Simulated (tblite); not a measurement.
# Ge11H28Si11: the cost of one run

Computed with tblite 0.8.0 and PySCF 2.14.0 and routines of our own; the level stands in each step. Atoms count from 0.

### 1 The system as given

50 atoms, charge 0, multiplicity 1; geometry from: force field, distance geometry or constructed start.

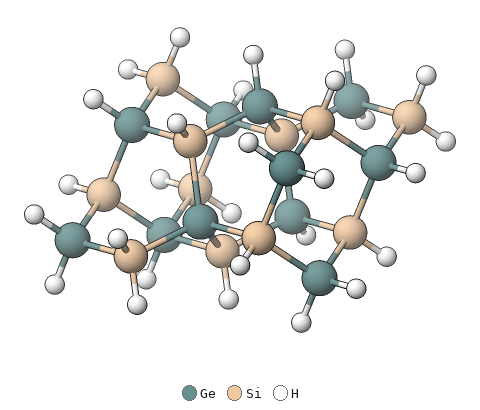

The starting geometry (germanium teal, silicon light orange, hydrogen white).

### 2 Geometry optimisation with GFN2-xTB

The job: settings as JSON, then the geometry in Å.

```
{"job": {"kind": "relax", "xc": "GFN2-xTB", "basis": "xTB"}, "charge": 0, "multiplicity": 1}
Ge     0.004900     2.259900    -3.601100
Ge    -1.961900     1.133400    -0.407900
Si    -1.953500     1.128500    -2.798900
Ge    -1.959400    -1.126400    -3.605700
Ge    -0.001000    -2.262900    -0.397600
Si    -0.003300    -2.262200    -2.802500
Ge     0.000100     2.263400     2.794200
Si     0.003400     2.264400     0.400100
Si    -1.956000     1.128700     3.596700
Ge    -1.961500    -1.131600     2.799100
Si    -1.960800    -1.132000     0.396500
Si    -0.002500    -2.263700     3.597100
Ge    -0.003400    -4.522700     2.802500
Si     0.002200    -4.524000     0.395900
Ge    -0.002200     4.528500    -0.400800
Si    -0.001900     4.524000    -2.793600
Ge     1.959100     1.132700    -0.400100
Si     1.957600     1.127400    -2.800900
Ge     1.958100    -1.129000    -3.597000
Si     1.961500     1.131700     3.599800
Ge     1.956400    -1.127000     2.799000
Si     1.957800    -1.129300     0.398400
H      0.003400     2.266300    -5.122900
H     -3.212100     1.847800     0.107500
H     -3.133900     1.812300    -3.279000
H     -1.964800    -1.131700    -5.127000
H     -3.207200    -1.849800    -3.090200
H     -0.000600    -3.618700    -3.278700
H      0.000600     3.704600     3.305500
H     -3.133300     1.810100     3.120500
H     -1.955100     1.131400     5.036000
H     -3.209800    -1.850800     3.307700
H     -3.135400    -1.809600    -0.083300
H      0.002100    -2.263000     5.040800
H     -1.248000    -5.242800     3.304200
H      1.249700    -5.242400     3.304600
H     -1.176600    -5.202100    -0.085500
H      1.176700    -5.199700    -0.084000
H     -1.248100     5.240700     0.108900
H      1.244400     5.248000     0.110200
H     -1.175900     5.199900    -3.276100
H      1.181700     5.196600    -3.276200
H      3.212800     1.853100     0.105400
H      3.137000     1.809200    -3.281700
H      1.955000    -1.129100    -5.127100
H      3.206000    -1.850500    -3.092900
H      3.136800     1.809800     3.116500
H      1.958400     1.133400     5.039400
H      3.209500    -1.851700     3.307700
H      3.136300    -1.809000    -0.079400
```

The run is started by

```bash
$ OMP_NUM_THREADS=4 python large_run.py task.json out
```

One launch serves the whole session: the jobs run in the order shown.

**Question.** How long does this first job take on 4 threads of Intel Xeon Platinum 8175M at 2.50GHz, shared host, and how much memory does it need?

About 25 s, with a peak of 0.17 GiB.
